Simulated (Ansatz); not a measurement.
# Elastic response of Pnma (COD entry) SnSO4, displaced supercell (96 atoms), part 3 of 3

Aim: relax Pnma (COD entry) SnSO4, displaced supercell (96 atoms), then change its volume and shape to read moduli from the stress.

Ansatz 0.2.0; Kohn-Sham DFT, PBEsol, PAW (set soft_2), plane waves.

The cell: 16 Sn, 16 S and 64 O. The Brillouin zone is sampled at Γ only.

So far. Step 10 (Stretched by 1 % along x): The relaxation converged after 4 steps, 0.103 eV below its start, with a largest force component of 0.0059 eV/Å. Step 10 (Stretched by 1 % along x): Stretched by 1 % along x: the energy stands 0.0182 eV above that of the reference, at a pressure of -0.210 GPa.

**11. Compressed by 1 % along x**

The relaxed cell is strained along x alone, which gives the stiffness along x and its coupling to y and z.

input.yaml reads:

```yaml
crystal:
  lattice:
    - [8.6374, -0.00044, -0.00014]
    - [-0.00052, 10.86424, 0.00106]
    - [-0.00022, 0.00141, 14.17959]
  atoms:
    [... the 96 atom lines of step 4 ...]
kpoints:
  mp_grid: { grid: [1, 1, 1] }
hamiltonian:
  xc: pbesol
scf:
  occupations: { method: fermi_dirac, width: 0.05 }
output:
  forces: true
  eigenvalues: true
  stress: true
relax:
  f_tol: 0.05
  max_steps: 70
```

Run with:

```sh
$ ansatz run input.yaml --threads 4 --pin off --max-ram 8192MiB --backend cpu --events-out ev --progress --plain --runs-dir out
```

Numbers of over 12 decimals in the logs are rounded to 6 here.

The log of the run:

```text
[...]
Crystal: 96 atoms, lattice volume = 1330.596 Å³
Basis set: ecut = 420 eV, 26051 PW (Γ), exchange–correlation on 120×150×192 points (8 copies of the dense FFT grid, shifted against one another)
Bands: 448, of which v1, the nominal top of the filled ones, is band 352 counted from 1 (351 counted from 0)
Symmetry: 1 space group operations
[...]
k-points: 1
[...]
SCF iter   1: F=—  HF=-145223.595098 eV  |F-HF|=—  |Δ(HF+E_count)|=         —  Δρ=1.06e-2  dr2=1.15e0  ethr=1.77e-3  ⟨swp⟩=5.0  Hψ=1968  notcnv=0  defer=52
[...]
SCF iter   6: F=-145223.266520 eV  HF=-145223.266510 eV  |F-HF|=1.01e-5  |Δ(HF+E_count)|=   2.85e-5  Δρ=4.23e-5  dr2=2.10e-5  ethr=8.88e-9  ⟨swp⟩=10.0  Hψ=2425  notcnv=0
SCF 1 converged in 6 iterations: F = -145223.266520 eV  dr2 = 2.10e-5
[...]
relax step   1: F+E_penalty+E_count = -145223.26651984 eV  Δ(F+E_penalty+E_count) = +0.000e0 eV  max|allowed force component| = 6.469e-1 eV/Å  Δτ_max = 0.0000 Å  (6 SCF iters, dr2 threshold 6.25e-5 eV, accepted)
[...]
relax step   2: F+E_penalty+E_count = -145223.33181366 eV  Δ(F+E_penalty+E_count) = -6.529e-2 eV  max|allowed force component| = 3.975e-1 eV/Å  Δτ_max = 0.0120 Å  (5 SCF iters, dr2 threshold 2.62e-5 eV, accepted)
[...]
relax step   3: F+E_penalty+E_count = -145223.35779979 eV  Δ(F+E_penalty+E_count) = -2.599e-2 eV  max|allowed force component| = 1.312e-1 eV/Å  Δτ_max = 0.0585 Å  (6 SCF iters, dr2 threshold 9.88e-6 eV, accepted)
relax step   4: F+E_penalty+E_count = -145223.37122452 eV  Δ(F+E_penalty+E_count) = -1.342e-2 eV  max|allowed force component| = 5.899e-2 eV/Å  Δτ_max = 0.0407 Å  (8 SCF iters, accepted)
[...]
relax step   5: F+E_penalty+E_count = -145223.37478505 eV  Δ(F+E_penalty+E_count) = -3.561e-3 eV  max|allowed force component| = 3.881e-3 eV/Å  Δτ_max = 0.0088 Å  (7 SCF iters, accepted)
SCF converged after 7 iterations
Free energy (F): -145223.374785 eV
[...]
Internal energy: -145223.374785 eV  (E = F + TS)
E sigma→0 (E₀):  -145223.374785 eV
Fermi energy:    7.412588 eV
[...]
--- Forces (eV/Å), atoms counted from 1 ---
  atom   1  Sn    -0.00044457    -0.00000590     0.00200952
  atom   2  Sn     0.00043400    -0.00026993     0.00245205
  atom   3  Sn     0.00004699    -0.00038133    -0.00190471
  atom   4  Sn    -0.00033521    -0.00021686    -0.00225749
  atom   5  S     -0.00100576     0.00044273     0.00141279
  atom   6  S      0.00062124    -0.00038234     0.00099361
  atom   7  S      0.00015556    -0.00073159    -0.00123880
  atom   8  S     -0.00045325    -0.00059313    -0.00069814
  atom   9  O      0.00266345    -0.00009250     0.00068301
  atom  10  O     -0.00278182    -0.00002195     0.00061804
  atom  11  O     -0.00250173     0.00008904    -0.00062270
  atom  12  O      0.00259558    -0.00013821    -0.00049122
  atom  13  O      0.00375510     0.00001466    -0.00245560
  atom  14  O     -0.00339816    -0.00005076    -0.00200587
[...]
atom  95  O     -0.00065852    -0.00127378    -0.00098329
  atom  96  O      0.00009666     0.00073521    -0.00063372
  max |Σ_I F_I| component: 1.59e-5 eV/Å
--- Stress (GPa, compression-positive) ---
        0.341199       0.001341       0.000584
        0.001341       0.290644      -0.002526
        0.000584      -0.002526       0.066110
  P = ⅓ Tr σ = 0.2327 GPa (2.327 kbar)
--- Band table (eV) ---
[...]
--- Relaxed structure (5 steps of the walk, 5 accepted, 0 SCFs on fresh bases) ---
  F+E_penalty+E_count = -145223.37478505 eV   max|allowed force component| = 3.881e-3 eV/Å
  atoms:
    - { symbol: Sn, position: [0.223232, 0.124748, 0.099323] }
    - { symbol: Sn, position: [0.277338, 0.374769, 0.349354] }
    - { symbol: Sn, position: [0.777384, 0.374908, 0.400937] }
    - { symbol: Sn, position: [0.723227, 0.124878, 0.150942] }
[...]
- { symbol: O, position: [0.405198, 0.762775, 0.645074] }
```

Run time: 85 s. Hardware: 4 threads of Intel Xeon Platinum 8259CL at 2.50GHz (Skylake/Cascade Lake), shared host; peak memory 2 GiB.

The relaxation converged after 5 steps, 0.108 eV below its start, with a largest force component of 0.0039 eV/Å.

Compressed by 1 % along x: the energy stands 0.0128 eV above that of the reference, at a pressure of 0.233 GPa.

**12. Sheared by 2 % in xy**

A shear of the relaxed cell gives the modulus that volume changes can't reach.

input.yaml, the sections that differ from step 11:

```yaml
crystal:
  lattice:
    - [8.72465, 0.08681, -0.00014]
    - [0.10811, 10.86423, 0.00106]
    - [-0.00021, 0.00141, 14.17959]
  atoms:
    [... the 96 atom lines of step 4 ...]
# kpoints, hamiltonian, scf, output, relax: as in step 11
```

The log of the run:

```text
[...]
Crystal: 96 atoms, lattice volume = 1343.902 Å³
Basis set: ecut = 420 eV, 26275 PW (Γ), exchange–correlation on 120×150×192 points (8 copies of the dense FFT grid, shifted against one another)
Bands: 448, of which v1, the nominal top of the filled ones, is band 352 counted from 1 (351 counted from 0)
Symmetry: 1 space group operations
[...]
k-points: 1
[...]
SCF iter   1: F=—  HF=-145223.586137 eV  |F-HF|=—  |Δ(HF+E_count)|=         —  Δρ=1.05e-2  dr2=1.14e0  ethr=1.77e-3  ⟨swp⟩=5.0  Hψ=1968  notcnv=0  defer=52
[...]
SCF iter   5: F=—  HF=-145223.264363 eV  |F-HF|=—  |Δ(HF+E_count)|=   5.32e-4  Δρ=1.84e-4  dr2=3.69e-4  ethr=1.51e-7  ⟨swp⟩=2.0  Hψ=615  notcnv=0  defer=89
SCF iter   6: F=-145223.264338 eV  HF=-145223.264326 eV  |F-HF|=1.13e-5  |Δ(HF+E_count)|=   3.61e-5  Δρ=4.26e-5  dr2=2.20e-5  ethr=8.88e-9  ⟨swp⟩=10.0  Hψ=2420  notcnv=0
SCF 1 converged in 6 iterations: F = -145223.264338 eV  dr2 = 2.20e-5
[...]
relax step   1: F+E_penalty+E_count = -145223.26433777 eV  Δ(F+E_penalty+E_count) = +0.000e0 eV  max|allowed force component| = 3.374e-1 eV/Å  Δτ_max = 0.0000 Å  (6 SCF iters, dr2 threshold 6.25e-5 eV, accepted)
[...]
relax step   2: F+E_penalty+E_count = -145223.32118811 eV  Δ(F+E_penalty+E_count) = -5.685e-2 eV  max|allowed force component| = 1.112e-1 eV/Å  Δτ_max = 0.0205 Å  (6 SCF iters, dr2 threshold 7.11e-6 eV, accepted)
[...]
relax step   3: F+E_penalty+E_count = -145223.36217322 eV  Δ(F+E_penalty+E_count) = -4.099e-2 eV  max|allowed force component| = 4.650e-2 eV/Å  Δτ_max = 0.0313 Å  (8 SCF iters, accepted)
SCF converged after 8 iterations
Free energy (F): -145223.362173 eV
[...]
Internal energy: -145223.362173 eV  (E = F + TS)
E sigma→0 (E₀):  -145223.362173 eV
Fermi energy:    7.272507 eV
[...]
Σ components = -145223.362173   (vs F -145223.362173, Δ=0.00e0)
--- Forces (eV/Å), atoms counted from 1 ---
  atom   1  Sn     0.00038957    -0.00963480    -0.00127371
  atom   2  Sn     0.00144400     0.00969730    -0.00168382
  atom   3  Sn     0.00032537     0.00926001     0.00203992
  atom   4  Sn    -0.00116703    -0.01012711     0.00176031
[...]
atom  96  O      0.00497717     0.01596187    -0.00110578
  max |Σ_I F_I| component: 3.45e-7 eV/Å
--- Stress (GPa, compression-positive) ---
       -0.016755      -0.243205       0.000773
       -0.243205       0.044209      -0.001922
        0.000773      -0.001922      -0.004829
  P = ⅓ Tr σ = 0.0075 GPa (0.075 kbar)
--- Band table (eV) ---
[...]
--- Relaxed structure (3 steps of the walk, 3 accepted, 0 SCFs on fresh bases) ---
  F+E_penalty+E_count = -145223.36217322 eV   max|allowed force component| = 4.650e-2 eV/Å
  atoms:
    - { symbol: Sn, position: [0.223783, 0.128160, 0.100664] }
    - { symbol: Sn, position: [0.276710, 0.371347, 0.350705] }
    - { symbol: Sn, position: [0.776793, 0.371491, 0.399632] }
    - { symbol: Sn, position: [0.723838, 0.128370, 0.149579] }
[...]
- { symbol: O, position: [0.402900, 0.763603, 0.645712] }
```

Wall time 48 s (4 threads); peak memory 2 GiB; 2.9 min of CPU time.

The relaxation converged after 3 steps, 0.0978 eV below its start, with a largest force component of 0.046 eV/Å.

Sheared by 2 % in xy: the energy stands 0.0254 eV above that of the reference, at a pressure of 0.00754 GPa.

**13. Pressure against volume**

Atoms are relaxed at each volume, in the scaled cell.

```
volume change (%)  volume (Å³/atom)  energy change (meV/atom)  pressure (GPa)  largest move on relaxing (Å)  bonds  gap (eV)
              -10            12.600                     14.99            3.96                          0.13    112                3.70
               -6            13.160                      4.72            1.97                          0.08    112                3.79
               -3            13.580                      1.32            0.84                          0.05    112                3.84
               +0            14.000                      0.00            0.00                             -    112                3.92
               +3            14.420                      0.96           -0.67                          0.04    112                3.98
               +6            14.840                      3.47           -1.26                          0.10    112                4.02
```

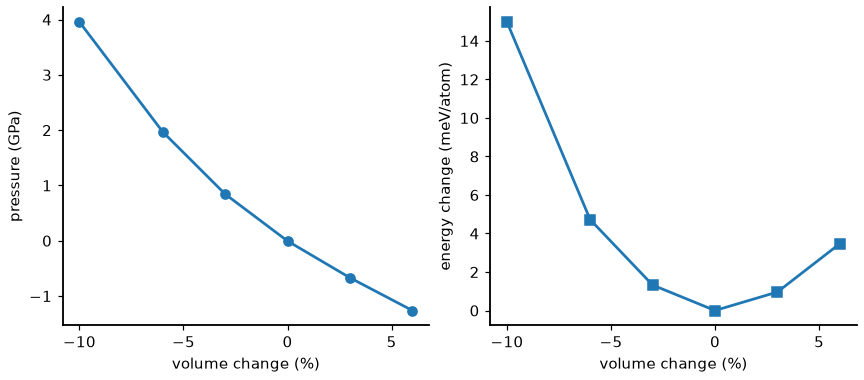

Pressure and energy against volume.

**14. Uniaxial strain and shear**

Stress (GPa, compression positive) less that of the relaxed cell, atoms relaxed:

```
                   strain      xx      yy      zz      xy  energy change (meV/atom)
 stretched by 1 % along x  -0.340  -0.163  -0.114   0.001                      0.19
compressed by 1 % along x   0.375   0.281   0.055   0.002                      0.13
     sheared by 2 % in xy   0.017   0.035  -0.016  -0.243                      0.26
```

**15. Findings**

The bulk modulus, from the slope of pressure against ln V over the three points nearest the relaxed volume, is 25.2 GPa; a quadratic over all points gives a pressure derivative of about 8.0. The curvature of the energy over the same three points gives 29.1 GPa instead, so stress and energy disagree and the modulus is uncertain by that much. The gap goes from 3.70 eV at the smallest volume to 4.02 eV at the largest, +2.0 eV per unit of ln V by a straight line, on the run's k-points. In the Cartesian axes of the cell, finite differences give C11 = 35.8, C12 = 22.2, C13 = 8.44 and C66 = 12.1 GPa (the shear of 2 % is the engineering strain, εxy = 0.01).

**Limits.** Strains are finite and relaxations stop at the force tolerance of the input, which can leave moduli too stiff; they are those of a static cell at zero temperature. Volumes are changed with the cell's shape held, so in an anisotropic solid the modulus lies over the one under free hydrostatic load. The program notes that the SCF threshold of the relaxations is loose for the stress.

The DFT runs together took 11 min of wall time.

[Logs are printed without paths, hosts, clocks, repeated set-up lines and the standing remarks that a program may print on its own settings, such as how far it seeks lower states.]

[Hosts, paths, dates, database ids (printed as entryN), source tags and the programs' standing remarks are cut or masked in the printed files.]
